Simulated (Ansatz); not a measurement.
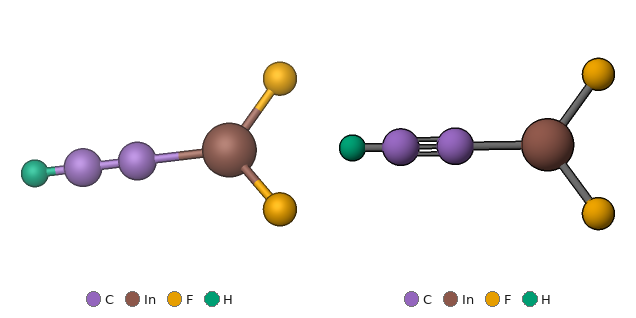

The same structure drawn twice, from different directions.

What is the molecular formula?

C₂HF₂In, 6 atoms: 2 carbon, 1 hydrogen, 2 fluorine and 1 indium.

What is its SMILES?

C#[C][In]([F])[F]

Count the bonded pairs by element.

2 F–In, 1 C–C, 1 C–In, 1 C–H.

How many atoms are distinct by symmetry?

5: 1 C, 1 C, 1 In, 2 F, 1 H.

What is the point group of this geometry?

C2v.

The parts below concern this one geometry. Atoms keep their numbers from picture to picture. Computed geometry: PBE0-D4/def2-TZVP optimisation.

## Charges

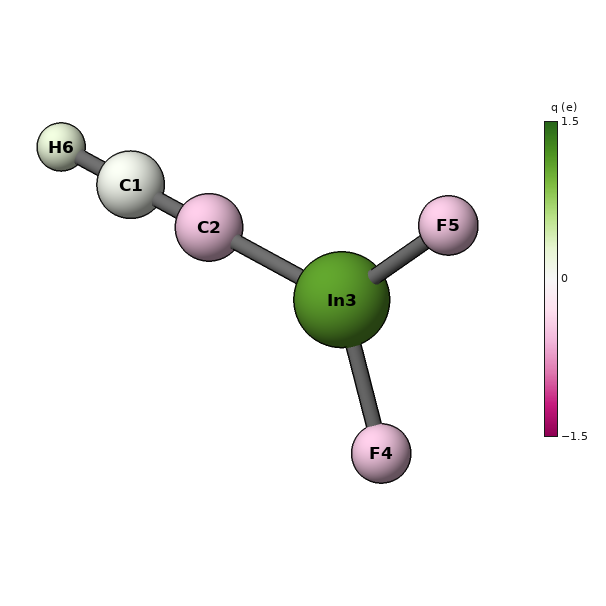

Atoms are coloured by their Mulliken charges. Level of theory: RKS r2SCAN-D4/def2-TZVPP, core potentials on In (Ansatz 0.2.0).

List the Mulliken charges.

```tsv
atom	value (e)
C1	0.08
C2	−0.47
In3	1.08
F4	−0.46
F5	−0.46
H6	0.23
```

## Electronic properties

Method: RKS PBE0-D4/def2-SVP, core potentials on In (Ansatz 0.2.0).

Give the LUMO energy (Kohn–Sham orbital) at this level.

−1.83 eV.

What is the HOMO energy (Kohn–Sham orbital)?

−9.05 eV.

## Dipole moment

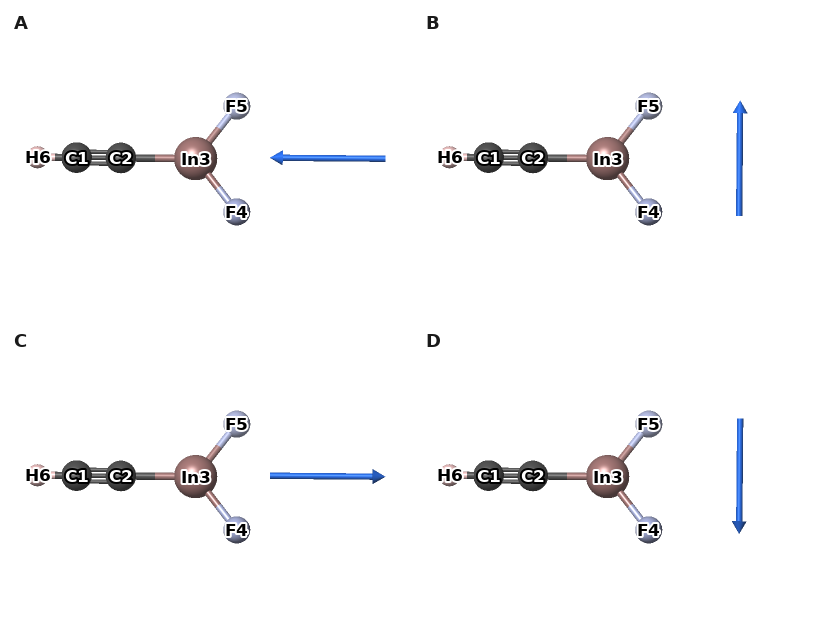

The same molecule four times, each with an arrow. Method: RKS PBE-D4/def2-TZVPP, core potentials on In (Ansatz 0.2.0).

Which arrow points along the dipole moment, from the negative to the positive end?

A. The dipole moment is 3.61 D; it points from the side of F4, F5 to the side of H6 (the outermost atoms at the two ends).

## Vibrations

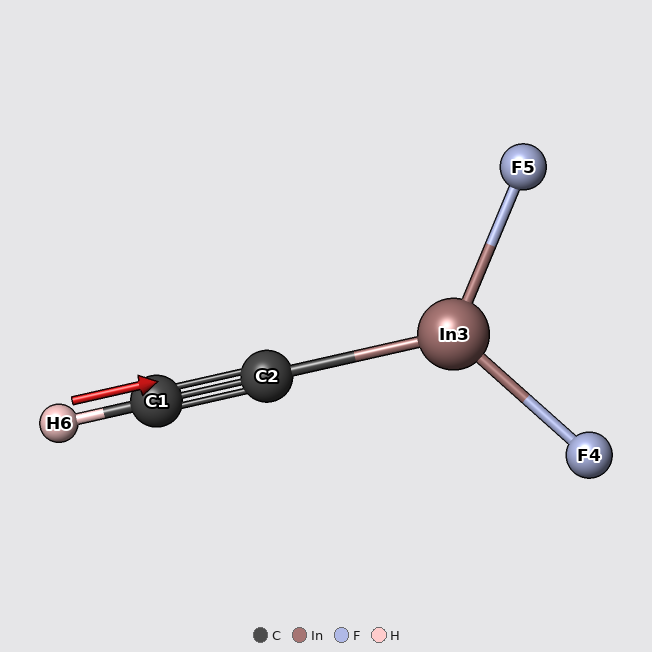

The arrows show one normal mode. Harmonic vibrations computed with RKS PBE0-D4/def2-TZVP, core potentials on In (Ansatz 0.2.0) at a stationary point of the same level.

What kind of motion is it?

Mostly C–H stretching.

At what wavenumber does it lie?

3458 cm⁻¹; it is mode 12 of 12 counted from the lowest.

Mulliken values depend strongly on the basis set and can even reverse the polarity of a bond.
